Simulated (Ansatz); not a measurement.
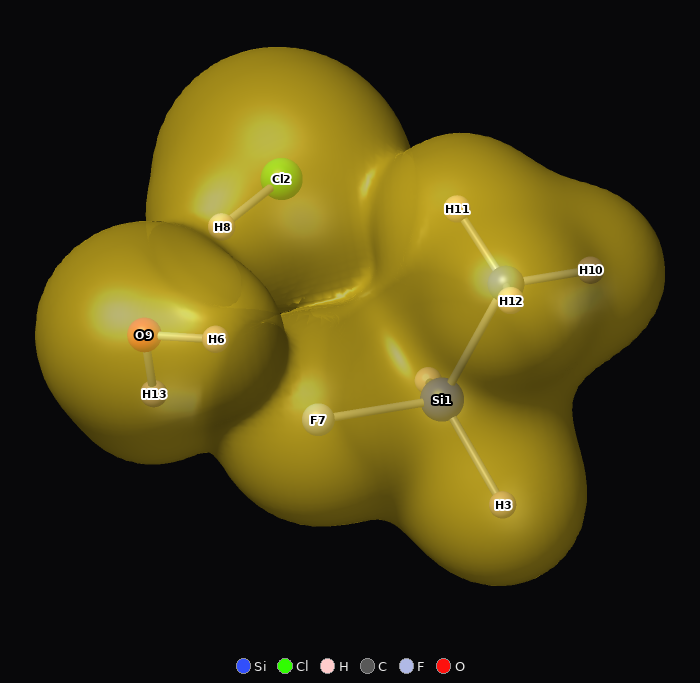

*CH₅FSi···HCl···H₂O. Isosurface of the electron density at 0.05 e/Å³ (yellow), seen at a tilt.*

Not at a stationary point (largest force 0.5 eV/Å).

Level of theory: Ansatz 0.2.0, RKS LDA/def2-SVP.

```csv
atom,x (Å),y (Å),z (Å)
Si,-0.7359,-1.1966,0.1600
Cl,1.0284,1.0929,2.0083
H,-1.3665,-2.3233,-0.6141
H,-0.4037,-1.6476,1.5508
C,-1.7676,0.3344,0.0932
H,1.6450,0.8496,-1.5491
F,0.6984,-0.8847,-0.6280
H,1.6918,1.1201,0.8636
O,2.5555,0.8250,-1.1953
H,-2.7565,0.1559,0.5691
H,-1.2481,1.1455,0.6477
H,-1.9436,0.6524,-0.9565
H,2.6030,-0.1235,-0.9498
```

> How is the density connected at this value?

At this value the surface is in one piece. It bridges the shortest F···H (2.08 Å), Si–F (1.67 Å), C–Si (1.85 Å) and O–H (0.98 Å) contacts, where the density stays above the isovalue. On the grid the lowest density along these lines, outside the cores, is 0.14 e/Å³ (F···H, 2.08 Å), 0.77 e/Å³ (Si–F, 1.67 Å), 0.82 e/Å³ (C–Si, 1.85 Å) and 2.2 e/Å³ (O–H, 0.98 Å).
